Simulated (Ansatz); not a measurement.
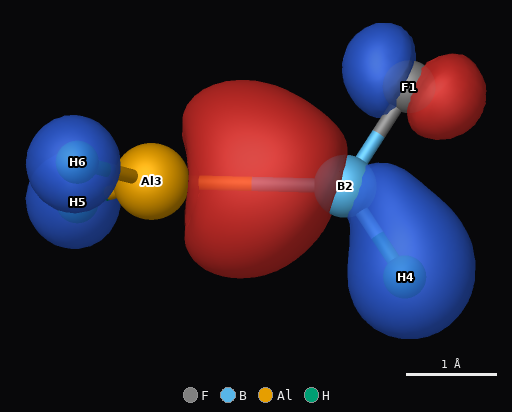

Figure. AlBFH$_{3}$ (SMILES F[BH][AlH2]). The HOMO at ±0.15 Å⁻³ᐟ² (red and blue are the two phases), seen from one side.

These are results of RKS B3LYP/def2-SVP in Ansatz, not measurements.

```xyz
6

F    -0.4741   -2.0859   -0.1133
B    -0.6993   -0.8018   -0.3834
Al    0.6409    0.7338    0.3258
H    -1.7015   -0.5893   -1.0468
H     1.8761    1.2233   -0.5546
H     0.4000    1.4560    1.7261
```

**Where does this orbital lie, and at what energy?**

It lies mainly on B2 (about 35 %), Al3 (about 30 %), F1 (about 15 %), H4 (about 10 %), H5 (about 5 %) and H6 (about 5 %). Its energy is −7.06 eV.
